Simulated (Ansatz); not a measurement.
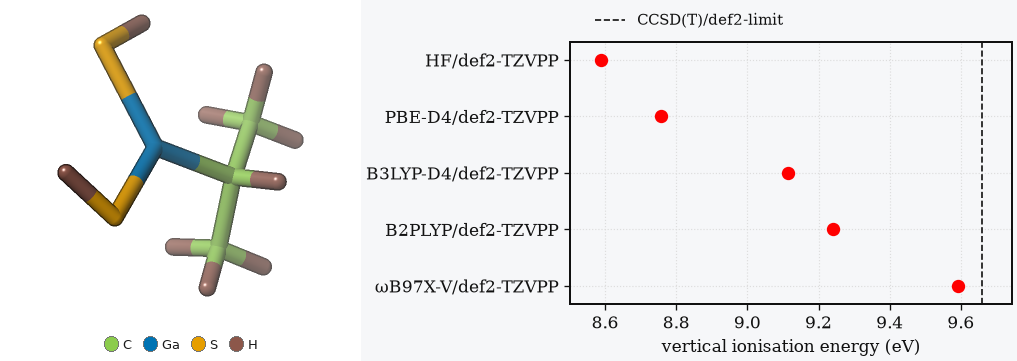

Vertical ionisation energy of C₃H₉GaS₂, SMILES C[CH](C)[Ga]([SH])[SH], singlet, taken as the energy of the cation less that of the neutral at fixed geometry (unrestricted doublet cation, cores frozen in correlated methods, no spin-orbit coupling), the Ansatz code 0.2.0, at a PBE0-D4/def2-TZVP geometry (a minimum by its frequencies). Limit means an estimate of the basis limit from triple and quadruple zeta; for coupled cluster it is either extrapolated directly or built as the MP2 limit plus the step from MP2 in triple zeta. B2PLYP/def2-TZVPP holds a correlation term that converges slowly with the basis, so part of the distance to the limit is basis error.

**What range do the values span, the line included?**

From 8.59 eV (HF/def2-TZVPP) to 9.66 eV (CCSD(T)/def2-limit).

**Which level comes closest to the line (CCSD(T)/def2-limit), and which misses most?**

Closest ωB97X-V/def2-TZVPP (9.59 eV), against 9.66 eV; farthest HF/def2-TZVPP (8.59 eV).

Caveats, for all or some of the runs: no scalar relativity up to krypton; one conformer of a flexible molecule; outer-core shells are correlated without core-valence functions, which makes the correlated values less sure.
